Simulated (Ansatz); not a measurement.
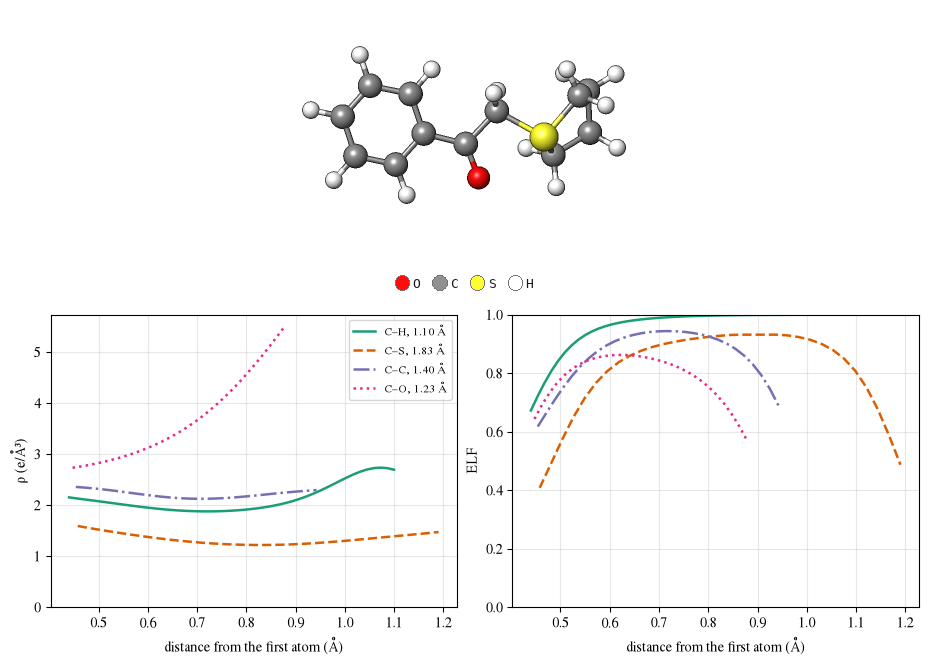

Figure 1: C₁₂H₁₅OS (phenacyltetrahydrothiophenium) (charge +1). Total electron density and ELF along straight lines between neighbouring atoms. The curves leave out the atomic cores. The structure is drawn too.

Geometry: PBE-D4/def2-SVP; not at a stationary point (largest force 1.5 eV/Å).

Method: RKS PBE0-D4/def2-TZVP (Ansatz).

Input

```
crystal:
  periodic: [false, false, false]
  atoms:
    - {symbol: O, position_ang: [-0.014185, -1.040869, 1.654927]}
    - {symbol: C, position_ang: [-0.633563, -0.339563, 0.851069]}
    - {symbol: C, position_ang: [0.172593, 0.770183, 0.153064]}
    - {symbol: S, position_ang: [1.803347, 0.753189, 0.985826]}
    - {symbol: C, position_ang: [2.776780, 1.901905, -0.102981]}
    - {symbol: C, position_ang: [3.394691, 1.031436, -1.198079]}
    - {symbol: C, position_ang: [3.821631, -0.272675, -0.513978]}
    - {symbol: C, position_ang: [2.629253, -0.769636, 0.306025]}
    - {symbol: C, position_ang: [-2.057435, -0.502024, 0.525812]}
    - {symbol: C, position_ang: [-2.778631, -1.519027, 1.197957]}
    - {symbol: C, position_ang: [-4.134147, -1.710969, 0.922689]}
    - {symbol: C, position_ang: [-4.781098, -0.895829, -0.024536]}
    - {symbol: C, position_ang: [-4.072827, 0.114883, -0.698428]}
    - {symbol: C, position_ang: [-2.715950, 0.314576, -0.425230]}
    - {symbol: H, position_ang: [-0.252480, 1.781927, 0.316224]}
    - {symbol: H, position_ang: [0.296339, 0.605917, -0.937292]}
    - {symbol: H, position_ang: [2.107509, 2.713383, -0.447415]}
    - {symbol: H, position_ang: [3.537815, 2.339305, 0.573690]}
    - {symbol: H, position_ang: [2.653979, 0.832075, -2.001352]}
    - {symbol: H, position_ang: [4.247832, 1.558320, -1.670317]}
    - {symbol: H, position_ang: [4.694063, -0.091620, 0.147510]}
    - {symbol: H, position_ang: [4.123818, -1.053218, -1.240787]}
    - {symbol: H, position_ang: [1.861753, -1.291081, -0.297196]}
    - {symbol: H, position_ang: [2.874570, -1.401765, 1.179388]}
    - {symbol: H, position_ang: [-2.249269, -2.141826, 1.933809]}
    - {symbol: H, position_ang: [-4.695691, -2.498336, 1.446851]}
    - {symbol: H, position_ang: [-5.849573, -1.048416, -0.239202]}
    - {symbol: H, position_ang: [-4.584425, 0.748539, -1.437549]}
    - {symbol: H, position_ang: [-2.176690, 1.111228, -0.960540]}
basis:
  gaussian: {orbitals: def2-TZVP, initial_orbitals: start.molden}
total_charge: 1
hamiltonian: {xc: pbe0, dispersion: d4}
scf: {omitted_lower_state_checks: [starts]}
output: {forces: true, orbitals: {seedname: orbitals}}
```

Run with:

```sh
ansatz run in.yaml --threads 4 --pin off --events-out ev --progress --plain --max-ram 6963MiB
```

Question: What kind of bonding do the profiles show?

Answer: C–H (1.10 Å): the density is about 2 e/Å³ at the midpoint; the ELF climbs to about 1 towards the hydrogen, as it does in any bond to H; a covalent bond by its length.
C–S (1.83 Å): ρ is about 1.2 e/Å³ halfway; the ELF peaks at about 0.95 between the atoms; a covalent bond.
C–C (1.40 Å): the density is about 2.1 e/Å³ at the midpoint; the ELF peaks at about 0.95 between the atoms, as expected for localised, covalent bonding.
C–O (1.23 Å): ρ is about 3.2 e/Å³ halfway; the ELF peaks at about 0.85 between the atoms: a short, strongly polar bond.
